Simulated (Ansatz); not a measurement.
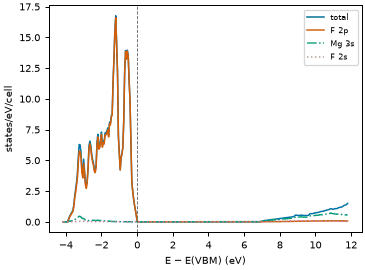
Fig. 1. Total and projected density of states of MgF2 (rutile, space group No. 136), DFT-PBE in the program Ansatz with PAW potentials

### Question
Which orbitals carry the states next to the gap?

### Answer
Top 1 eV of the valence band: F 2p 99 %. Bottom 1 eV of the conduction band: Mg 3s 75 %, F 2s 20 %. Projections are on Löwdin-orthogonalised atomic valence shells; empty p or d shells of many metals are not among them.

### Question
Where is the tallest occupied peak in this window, and what makes it?

### Answer
Near -1.2 eV, about 17 states/eV per cell; the largest projected share is F 2p.

Space group P4_2/mnm (rutile). The PBE relaxation kept the symmetry of its start.

Potentials: the later of the program's two PAW sets.
